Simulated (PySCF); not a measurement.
C6H6S2, SMILES C=Cc1ccc(S)s1 at its GFN2-xTB optimised geometry (Å):

```
14

C      2.5486    -0.8184     0.0007
C      1.7829     0.2693     0.0000
C      0.3472     0.2693     0.0000
C     -0.4890     1.3538     0.0000
C     -1.8557     1.0244    -0.0001
C     -2.0637    -0.3238    -0.0003
S     -3.6219    -1.1294    -0.0013
S     -0.5750    -1.2123    -0.0001
H      2.1203    -1.8077     0.0017
H      3.6219    -0.7547     0.0006
H      2.2295     1.2556    -0.0010
H     -0.1271     2.3667     0.0003
H     -2.6550     1.7427    -0.0001
H     -3.1318    -2.3667     0.0043
```

Level of theory: B3LYP/def2-TZVP in PySCF. Cells within 0.4 Å of a nucleus heavier than hydrogen are left out (blank, or x).

Map of the log10 of the electron density (e/bohr³), floored at −4 on the plane z = 0.0 Å:

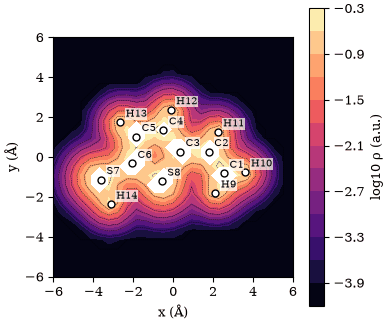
Figure: Log10 of the electron density (e/bohr³), floored at −4 on the plane z = 0.0 Å.
